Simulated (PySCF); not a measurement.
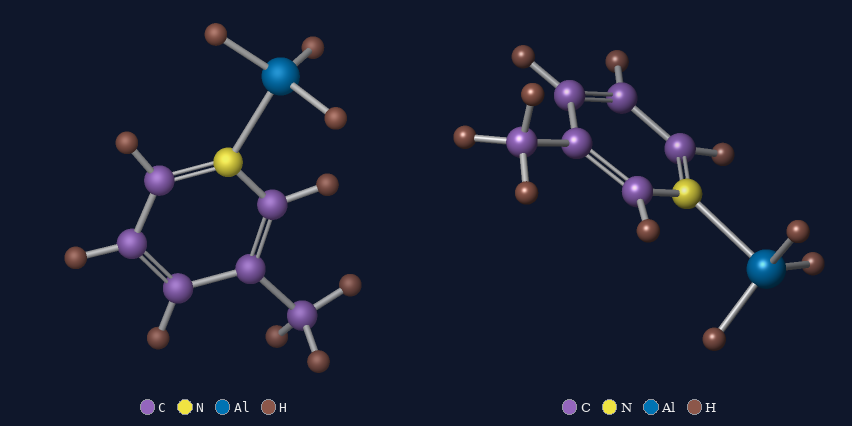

Both panels show the same species.

Computed geometry: GFN2-xTB optimisation. No frequency run is at hand to confirm it as a minimum.

**Give the formula.**

C₆H₁₀AlN, 18 atoms: 6 carbon, 10 hydrogen, 1 aluminium and 1 nitrogen.

**Give a SMILES string for it.**

Cc1ccc[n+]([AlH3-])c1

**Which point group does it belong to?**

C1.

More results for the same structure follow; atom numbers are the same in all pictures, views and colours differ.

**Geometry**

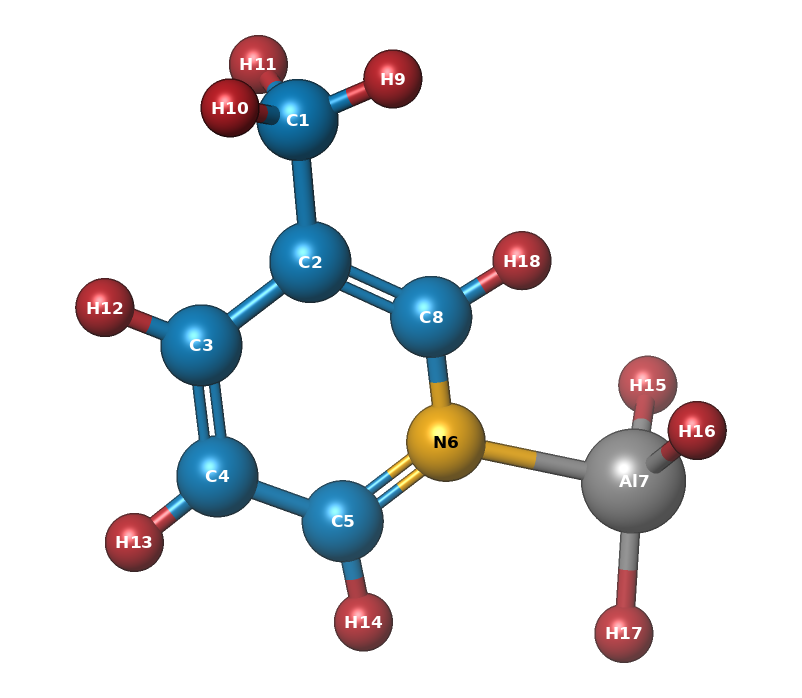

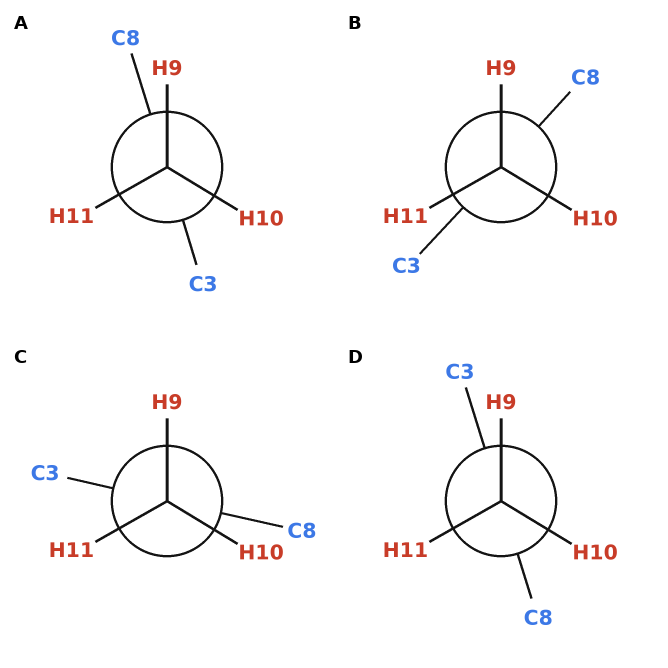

Atoms fade into the background with distance from the viewer. Bonds that would overlap in a projection are set slightly apart. No frequency run is at hand to confirm it as a minimum.

**Which Newman projection shows the view along C1–C2, with C1 in front?**

A. The torsion angle H9–C1–C2–C3 is 163°, antiperiplanar (anti).

**Quadrupole coupling**

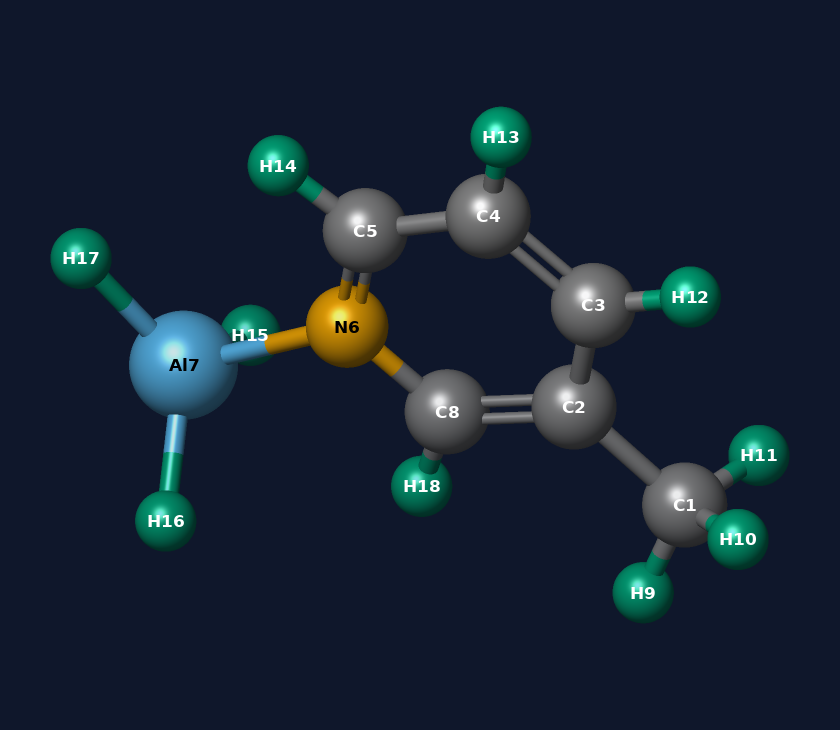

No frequency run is at hand to confirm it as a minimum. Electric field gradients from the ground-state density, PBE0/pcSseg-1 (PySCF 2.14.0), non-relativistic apart from any core potentials.

Give the largest field-gradient component, the quadrupole coupling constant and the asymmetry for 14N at N6 (Q = 20.44 mb), 27Al at Al7 (Q = 146.6 mb), 2H at H9 (Q = 2.86 mb), 2H at H10 (Q = 2.86 mb).

```csv
atom,V_zz (a.u.),e²qQ/h (MHz),η
N6,−0.732,−3.52,0.23
Al7,0.837,28.8,0.08
H9,0.313,0.210,0.04
H10,0.312,0.209,0.03
```

**Dipole moment**

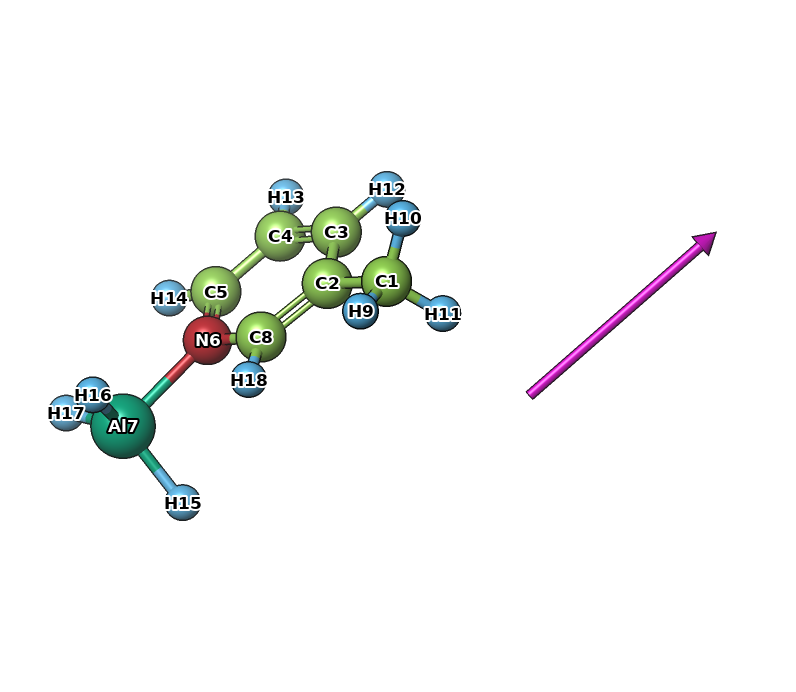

The arrow beside the molecule shows the direction of the dipole moment, from the negative to the positive end (its length means nothing). No frequency run is at hand to confirm it as a minimum. Properties computed with PBE0/def2-SVPD, gas phase (PySCF 2.14.0).

**How large is the dipole moment?**

7.27 D; it points from the side of H17 to the side of H12 (the outermost atoms at the two ends).

**Excitation**

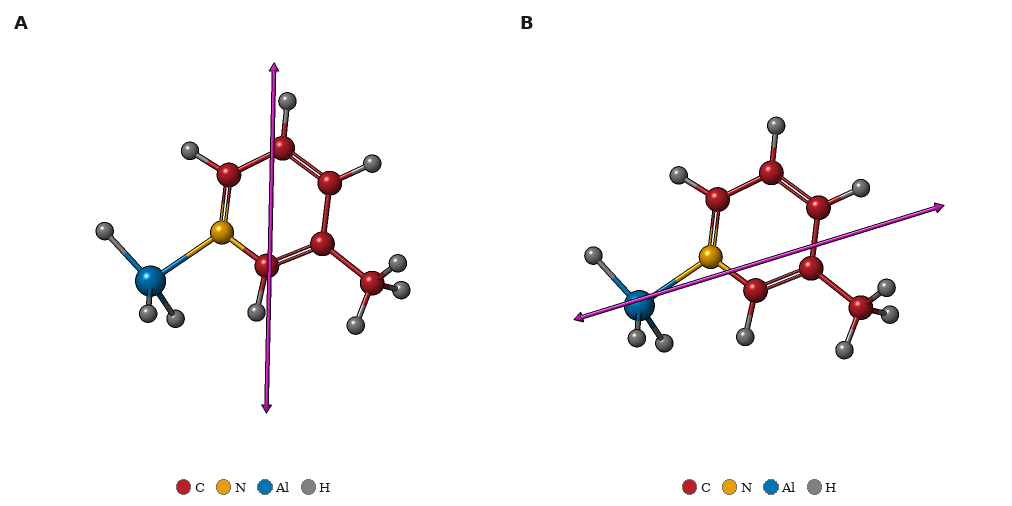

The double arrows show the directions of two transition dipoles from the ground state (lengths mean nothing). No frequency run is at hand to confirm it as a minimum. Properties computed with TDDFT PBE0/def2-SVPD, vertical, gas phase, core orbitals frozen in the response (PySCF 2.14.0).

**One belongs to singlet state 3 and one to singlet state 5. Which is which?**

A: state 5, 5.48 eV (226 nm), oscillator strength 0.083, mainly HOMO−2 → LUMO (weight 0.81).
B: state 3, 4.80 eV (258 nm), oscillator strength 0.023, mainly HOMO → LUMO+1 (weight 0.94).

The geometry is semi-empirical. Around Al such bond lengths and angles can be off by a tenth of an ångström or more and by several degrees, and values that hang on the shape move with them.
